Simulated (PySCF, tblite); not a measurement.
# C₅H₁₀O₂Si: geometry, infrared bands and NMR shifts

What infrared bands and NMR shifts should C₅H₁₀O₂Si (`C=CO[C@@H]1CO[SiH2]C1`) show?

Programs: tblite 0.8.0 and PySCF 2.14.0, with density-fitted response routines of our own. Each step states its level of theory. These are calculated values for one molecule in the gas phase, unless marked as measured. Atoms count from 0, in the outputs and in this text.

### 1 The starting structure

18 atoms, charge 0, multiplicity 1; geometry from: force field or distance geometry start.

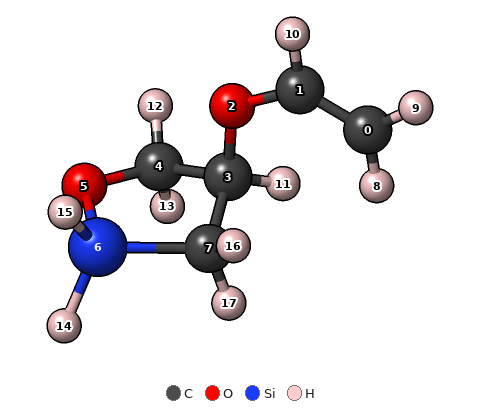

As it starts; carbon dark grey, oxygen red, silicon blue, hydrogen pink, atoms numbered.

### 2 Geometry optimisation with GFN2-xTB

Job settings and geometry (Å):

```
{"job": {"kind": "relax", "xc": "GFN2-xTB", "basis": "xTB"}, "charge": 0, "multiplicity": 1}
C      2.380000    -1.552500    -0.330500
C      2.063000    -0.675600     0.630500
O      1.058200     0.220700     0.710800
C      0.142800     0.353200    -0.411200
C     -0.561400     1.725700    -0.295000
O     -1.671900     1.675000     0.622200
Si    -2.246500     0.108700     0.749800
C     -0.946400    -0.729600    -0.325600
H      1.803900    -1.652400    -1.241600
H      3.224600    -2.207300    -0.210900
H      2.656000    -0.615600     1.546900
H      0.703800     0.306800    -1.340500
H      0.127400     2.503400     0.054100
H     -0.954900     2.025500    -1.282700
H     -3.602800     0.006100     0.157000
H     -2.193800    -0.354100     2.173500
H     -0.612400    -1.675900     0.104500
H     -1.378200    -0.915800    -1.323200
```

Started as:

```
> OMP_NUM_THREADS=1 python probes_run.py task.json out
```

The driver reads the jobs from task.json and runs them one after another.

Output:

```text
step      E/eV     max force
  0    -698.74230    1.600
  1    -698.83033    0.844
  2    -698.86484    0.599
  3    -698.87901    0.340
  4    -698.88755    0.181
  5    -698.89297    0.224
  6    -698.89883    0.251
  7    -698.90496    0.226
  8    -698.90912    0.159
  9    -698.91121    0.100
 10    -698.91233    0.105
 11    -698.91338    0.102
 12    -698.91457    0.084
 13    -698.91560    0.063
 14    -698.91628    0.053
 15    -698.91670    0.042
 16    -698.91703    0.040
 17    -698.91736    0.043
 18    -698.91771    0.046
 19    -698.91812    0.044
 20    -698.91858    0.051
 21    -698.91906    0.049
 22    -698.91953    0.047
 23    -698.92003    0.056
 24    -698.92058    0.063
 25    -698.92109    0.055
 26    -698.92149    0.042
 27    -698.92180    0.046
 28    -698.92215    0.048
 29    -698.92259    0.058
 30    -698.92306    0.050
 31    -698.92345    0.040
 32    -698.92378    0.055
 33    -698.92412    0.058
 34    -698.92450    0.055
 35    -698.92485    0.044
 36    -698.92513    0.033
 37    -698.92533    0.033
 38    -698.92552    0.036
 39    -698.92566    0.029
 40    -698.92574    0.019
 41    -698.92580    0.020
 42    -698.92585    0.016
 43    -698.92590    0.016
 44    -698.92594    0.018
 45    -698.92598    0.018
 46    -698.92602    0.018
 47    -698.92608    0.021
 48    -698.92615    0.022
 49    -698.92623    0.021
 50    -698.92632    0.024
 51    -698.92644    0.029
 52    -698.92666    0.049
 53    -698.92703    0.065
 54    -698.92748    0.062
 55    -698.92784    0.045
 56    -698.92808    0.041
 57    -698.92825    0.038
 58    -698.92843    0.044
 59    -698.92859    0.037
 60    -698.92870    0.032
 61    -698.92879    0.030
 62    -698.92886    0.020
 63    -698.92892    0.014
 64    -698.92894    0.011
 65    -698.92896    0.012
 66    -698.92897    0.011
 67    -698.92899    0.012
 68    -698.92902    0.012
 69    -698.92903    0.010
 70    -698.92905    0.011
 71    -698.92906    0.009
```

Wall time 0.86 s (1 thread of Arm Neoverse N1, shared host); peak memory 0.18 GiB.

The steps of the relaxation: (not every step is listed)

```tsv
step	energy from step 0 (eV)	largest force (eV/Å)
0	0.0000	1.6001
1	-0.0880	0.8440
2	-0.1225	0.5994
3	-0.1367	0.3400
4	-0.1453	0.1810
5	-0.1507	0.2238
6	-0.1565	0.2511
7	-0.1627	0.2256
8	-0.1668	0.1590
13	-0.1733	0.0632
18	-0.1754	0.0464
23	-0.1777	0.0560
28	-0.1798	0.0479
33	-0.1818	0.0576
38	-0.1832	0.0362
43	-0.1836	0.0158
48	-0.1839	0.0218
53	-0.1847	0.0651
58	-0.1861	0.0443
63	-0.1866	0.0145
66	-0.1867	0.0114
67	-0.1867	0.0116
68	-0.1867	0.0121
69	-0.1867	0.0105
70	-0.1867	0.0108
71	-0.1868	0.0093
```

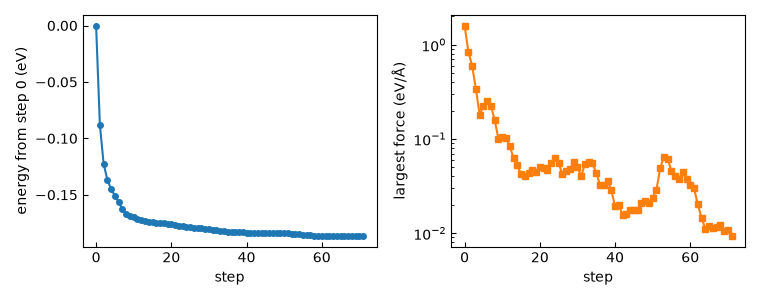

Energy and force, step by step.

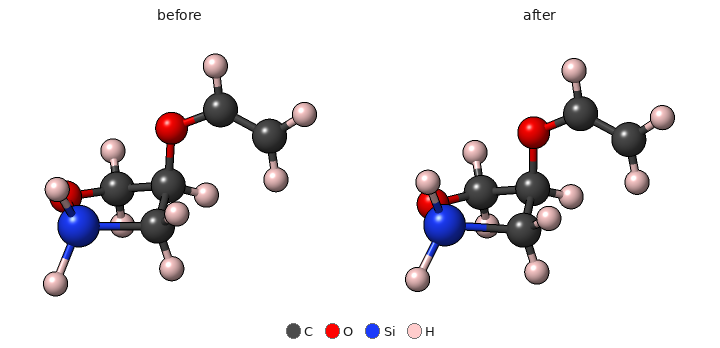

Before and after, at one scale.

Close pairs (by a distance rule), those that changed most:

```tsv
bond	before (Å)	after (Å)	change (Å)
C4–O5	1.441	1.401	-0.040
O5–Si6	1.673	1.634	-0.040
Si6–H15	1.498	1.459	-0.039
O2–C3	1.454	1.419	-0.035
Si6–H14	1.484	1.458	-0.026
Si6–C7	1.884	1.906	+0.022
C0–C1	1.339	1.324	-0.015
C7–H17	1.103	1.089	-0.014
```

The next job starts from the end point, and lists it.

### 3 Harmonic vibrations with GFN2-xTB

Job settings and geometry (Å):

```
{"job": {"kind": "ir", "xc": "GFN2-xTB", "basis": "xTB"}, "charge": 0, "multiplicity": 1}
C      2.270602    -1.568605    -0.253069
C      1.967770    -0.668289     0.669069
O      1.005006     0.280520     0.663171
C      0.143089     0.375408    -0.459661
C     -0.578670     1.723538    -0.321824
O     -1.704565     1.589971     0.501217
Si    -2.168912     0.053133     0.802717
C     -0.925894    -0.715247    -0.420222
H      1.740564    -1.673327    -1.182336
H      3.089263    -2.243536    -0.089810
H      2.527749    -0.597213     1.593001
H      0.741380     0.362731    -1.381500
H      0.094341     2.458611     0.127352
H     -0.901636     2.082883    -1.304477
H     -3.556705    -0.095261     0.382538
H     -1.906650    -0.309487     2.190961
H     -0.489646    -1.662475    -0.116548
H     -1.355846    -0.847021    -1.412235
```

Output:

```text
mode    cm-1     km/mol
  1      62.3      0.30
  2      98.2      0.86
  3     118.1      6.79
  4     189.6      1.45
  5     219.5      3.67
  6     326.1      2.84
  7     374.8     11.39
  8     450.0     13.06
  9     494.3      6.37
 10     572.7     52.45
 11     579.1     18.19
 12     650.0     15.13
 13     667.0    105.50
 14     686.5     14.32
 15     765.5     25.99
 16     781.0    206.05
 17     797.0     54.32
 18     825.0     79.77
 19     827.7    191.52
 20     876.2     39.88
 21     938.5     16.32
 22     991.9     19.18
 23     996.0     21.87
 24    1002.1     29.57
 25    1069.3     72.26
 26    1110.8     71.77
 27    1146.2     33.85
 28    1169.2    158.80
 29    1189.2     13.09
 30    1217.6     25.94
 31    1274.4      1.02
 32    1290.7     13.85
 33    1306.8     18.76
 34    1319.3      4.42
 35    1409.2     20.11
 36    1462.8      2.76
 37    1469.2      2.33
 38    1707.6    204.86
 39    2297.5    425.38
 40    2317.7    177.13
 41    2874.6     49.51
 42    2926.1     52.97
 43    2962.0     29.18
 44    2996.0     42.53
 45    3036.4     15.42
 46    3057.4     25.85
 47    3131.4     13.55
 48    3160.6     38.19
```

It took 1.1 s on 1 thread of Arm Neoverse N1, shared host; peak memory 0.18 GiB.

The strongest bands and the atoms that carry them (share of the mass-weighted mode):

```tsv
cm⁻¹	km/mol	atoms
667	105.5	H15 42 %, H14 32 %
781	206.1	H14 39 %, H15 34 %
825	79.8	H9 54 %, C0 17 %, H8 11 %
828	191.5	O5 22 %, Si6 22 %
1169	158.8	O2 29 %, C1 29 %
1708	204.9	C1 52 %, C0 39 %
2298	425.4	H15 70 %, H14 26 %
2318	177.1	H14 71 %, H15 27 %
```

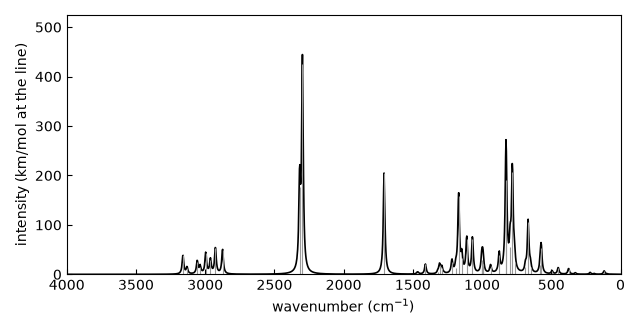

The infrared spectrum from these modes, unscaled. Lines are broadened to a width of 14 cm⁻¹ (Lorentzian).

### 4 Nuclear shieldings: PBE0/pcSseg-1

Same as in step 3 but for these lines:

```diff
@@ -1,2 +1,2 @@
-{"job": {"kind": "ir", "xc": "GFN2-xTB", "basis": "xTB"}, "charge": 0, "multiplicity": 1}
+{"job": {"kind": "nmr", "xc": "PBE0", "basis": "pcSseg-1"}, "charge": 0, "multiplicity": 1}
 C      2.270602    -1.568605    -0.253069
```

Method: GIAO PBE0/pcSseg-1 NMR shielding, non-relativistic, gas phase.

Output:

```text
coarse grid: 15432 points
cycle   1  E = -635.7153597185  dE =  1.214e+00  |g| = 8.263e-01  |ddm| = 3.781e+00
cycle   2  E = -635.5686688543  dE =  1.467e-01  |g| = 1.222e+00  |ddm| = 1.840e+00
cycle   3  E = -635.8409555027  dE = -2.723e-01  |g| = 1.292e-01  |ddm| = 1.293e+00
cycle   4  E = -635.8438307607  dE = -2.875e-03  |g| = 5.100e-02  |ddm| = 1.334e-01
cycle   5  E = -635.8443946787  dE = -5.639e-04  |g| = 1.775e-02  |ddm| = 5.057e-02
cycle   6  E = -635.8444629970  dE = -6.832e-05  |g| = 6.179e-03  |ddm| = 1.903e-02
cycle   7  E = -635.8444706388  dE = -7.642e-06  |g| = 1.269e-03  |ddm| = 5.438e-03
final grid: 144104 points
cycle   8  E = -635.9146696995  dE = -4.186e-05  |g| = 1.326e-02  |ddm| = 3.330e-02
cycle   9  E = -635.9146274796  dE =  4.222e-05  |g| = 2.023e-02  |ddm| = 2.196e-02
cycle  10  E = -635.9147023458  dE = -7.487e-05  |g| = 1.873e-03  |ddm| = 1.456e-02
cycle  11  E = -635.9147031495  dE = -8.037e-07  |g| = 4.152e-04  |ddm| = 2.126e-03
cycle  12  E = -635.9147031828  dE = -3.327e-08  |g| = 1.861e-04  |ddm| = 4.978e-04
cycle  13  E = -635.9147031903  dE = -7.517e-09  |g| = 3.893e-05  |ddm| = 1.685e-04
cycle  14  E = -635.9147031905  dE = -2.588e-10  |g| = 1.380e-05  |ddm| = 4.173e-05
converged SCF energy = -635.9147031905

GIAO shielding tensors (ppm)
atom      isotropic    diamagn.    paramagn.     s11        s22        s33       span
  0 C       98.303     259.184    -160.880      5.411    113.953    175.545    170.134
  1 C       29.035     248.804    -219.768    -80.974     61.682    106.397    187.371
  2 O      171.030     400.802    -229.773     84.644    167.512    260.934    176.291
  3 C      109.171     251.998    -142.827     84.990    109.490    133.033     48.043
  4 C      108.315     243.991    -135.676     73.796    109.130    142.019     68.223
  5 O      318.761     395.300     -76.539    268.927    299.657    387.699    118.771
  6 Si     350.831     879.737    -528.906    291.462    336.382    424.648    133.186
  7 C      171.460     254.240     -82.780    156.787    166.286    191.306     34.518
  8 H       27.543      34.258      -6.715     24.603     25.870     32.157      7.554
  9 H       27.457      28.883      -1.426     25.646     26.386     30.339      4.693
 10 H       25.076      29.699      -4.622     21.302     26.630     27.296      5.993
 11 H       27.215      34.445      -7.230     24.273     26.531     30.842      6.569
 12 H       27.080      29.640      -2.560     22.532     26.551     32.157      9.625
 13 H       27.471      29.920      -2.448     22.238     26.672     33.504     11.266
 14 H       26.630      28.782      -2.151     23.113     24.137     32.641      9.528
 15 H       26.664      29.541      -2.876     23.593     23.901     32.499      8.906
 16 H       30.069      33.526      -3.457     24.552     30.161     35.494     10.942
 17 H       30.816      32.438      -1.622     25.964     27.765     38.720     12.756
```

It took 62 s on 1 thread of Arm Neoverse N1, shared host; peak memory 0.86 GiB.

The references, computed at this level on geometries of the same kind, shield at (ppm): 1H TMS 31.72, 13C TMS 186.9, 29Si TMS 349.2, 17O H2O 336.1. Their shielding less the atom's gives the shift. The references are single molecules in the gas phase, so shifts against H2O, NH3, PH3, H3PO4 or CFCl3 are not on the usual liquid scales and can be off by tens of ppm.

```tsv
atoms	environment	σ (ppm)	δ (ppm)	δ scaled to CDCl3
C1	alkene carbon bearing oxygen	29.0	157.9	152.2
C0	β carbon of an enol-ether or enamine type C=C	98.3	88.6	84.6
C4	sp3 CH2 bonded to O	108.3	78.6	74.8
C3	sp3 CH bonded to O	109.2	77.8	74.0
C7	sp3 CH2 bonded to Si	171.5	15.5	13.2
H10	hydrogen on an alkene carbon bearing oxygen	25.08	6.64	6.37
H14	hydrogen on a silicon bonded to C, O, in a 5-membered ring	26.63	5.09	–
H15	hydrogen on a silicon bonded to C, O, in a 5-membered ring	26.66	5.05	–
H12	hydrogen on an sp3 CH2 bonded to O	27.08	4.64	4.48
H11	hydrogen on an sp3 CH bonded to O	27.22	4.50	4.35
H9	hydrogen on a β carbon of an enol-ether or enamine type C=C	27.46	4.26	4.12
H13	hydrogen on an sp3 CH2 bonded to O	27.47	4.25	4.11
H8	hydrogen on a β carbon of an enol-ether or enamine type C=C	27.54	4.17	4.04
H16	hydrogen on an sp3 CH2 bonded to Si	30.07	1.65	1.66
H17	hydrogen on an sp3 CH2 bonded to Si	30.82	0.90	0.95
O2	ether oxygen	171.0	165.0	–
O5	oxygen bonded to C, Si, in a 5-membered ring	318.8	17.3	–
Si6	silicon bonded to C, O, 2 H, in a 5-membered ring	350.8	-1.7	–
```

The scaled column applies a straight-line fit of computed shieldings to shifts measured in CDCl3 (root-mean-square error 0.16 ppm for H, 1.9 ppm for C).

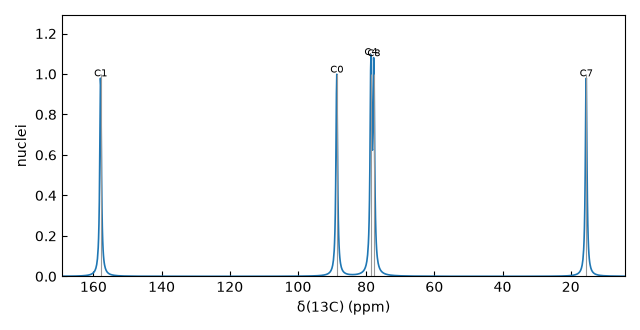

13C lines at the computed shifts, without couplings. Lines are broadened to a width of 0.57 ppm (Lorentzian).

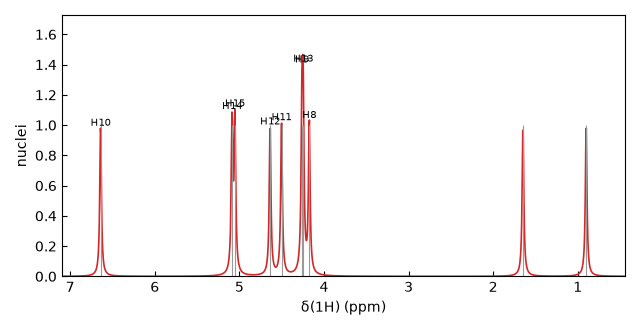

1H lines at the computed shifts, without couplings. Lines are broadened to a width of 0.02 ppm (Lorentzian).

Charges from the same density, by scheme (e):

```tsv
atoms	Mulliken	IAO	Hirshfeld	ESP fit
C0	-0.29	-0.43	-0.15	-0.61
C1	0.12	0.06	0.03	0.08
O2	-0.46	-0.34	-0.10	-0.31
C3	-0.10	0.07	0.05	0.34
C4	0.20	-0.06	0.00	-0.09
O5	-0.63	-0.65	-0.24	-0.41
Si6	0.86	1.00	0.40	0.63
C7	-0.50	-0.58	-0.18	-0.40
```

Hirshfeld charges:

C0 -0.15; C1 0.03; O2 -0.10; C3 0.05; C4 0.00; O5 -0.24; Si6 0.40; C7 -0.18; H8 0.04; H9 0.05; H10 0.06; H11 0.04; H12 0.04; H13 0.04; H14 -0.08; H15 -0.08; H16 0.03; H17 0.04

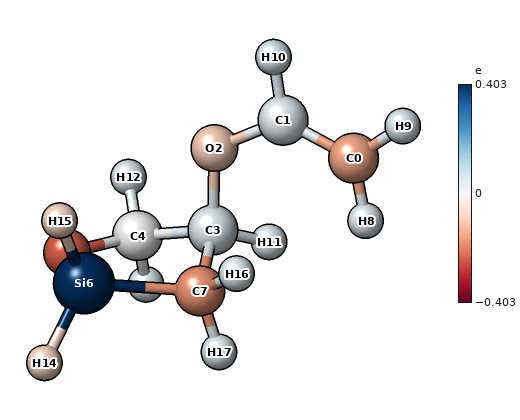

Hirshfeld charges, as colours on the atoms.

Mayer bond orders: C0–C1 1.88, C1–O2 1.06, O2–C3 0.84, C3–C4 1.00, C4–O5 0.91, O5–Si6 0.98, Si6–C7 0.90, C7–C3 0.99.

Ring of atoms C3, C4, O5, Si6, C7: NICS(0) -5.0, NICS(1) -2.9, NICS(1)zz -4.6 ppm (means of both faces).

### 5 Results

```
                                 quantity                                                           value
strongest single infrared mode (GFN2-xTB)                                           2298 cm⁻¹, 425 km/mol
             zero-point energy (GFN2-xTB)                                                   87.5 kcal/mol
   13C shifts against TMS (PBE0/pcSseg-1)                               157.9, 88.6, 78.6, 77.8, 15.5 ppm
    1H shifts against TMS (PBE0/pcSseg-1)  6.64, 5.09, 5.05, 4.64, 4.50, 4.26, 4.25, 4.17, 1.65, 0.90 ppm
   17O shifts against H2O (PBE0/pcSseg-1)                                                 165.0, 17.3 ppm
  29Si shifts against TMS (PBE0/pcSseg-1)                                                        -1.7 ppm
```

What this shows: The optimisation took 71 steps and gained 0.187 eV; among the close pairs (by a distance rule), C4–O5 changed most, from 1.441 to 1.401 Å. No mode is imaginary among the 48: a minimum at this level. The strongest single mode, at 2298 cm⁻¹, moves mainly H15. Unscaled tight-binding wavenumbers are off by several per cent, some by more. Its intensities can rank the bands wrongly. The most deshielded carbon is C1 (alkene carbon bearing oxygen), at 157.9 ppm: an sp2 carbon further deshielded by the attached heteroatom. H10 (hydrogen on an alkene carbon bearing oxygen) lies farthest downfield among hydrogen, at 6.64 ppm; attached to an sp2 carbon and in the plane of the double bond. At PBE0/pcSseg-1: Shielding is most anisotropic at C1 (span 187 ppm, paramagnetic term -220 ppm).
